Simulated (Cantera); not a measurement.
Input: 1 mol SiCl4, 1.5 mol Cl2, 10 mol H2, at 101000 Pa.

Method: chemical equilibrium by Gibbs-energy minimisation in Cantera with the NASA 1993 tables (ideal gas, pure condensed phases). Candidate condensed phases: Si; 19 gas species. The tables' values for SiCl3 are old estimates; treat these amounts as uncertain. The numbers say what is thermodynamically allowed, not how fast it happens.

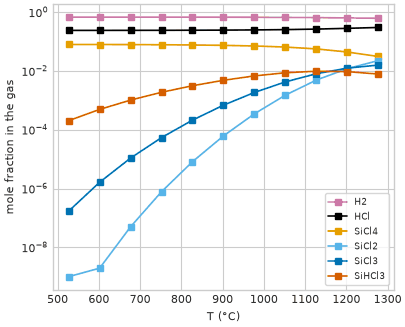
Figure. Equilibrium gas composition (values under 1e-9 drawn at 1e-9)

From 527 °C to 1277 °C nothing is condensed. The main Si-bearing gas is SiCl4 throughout.
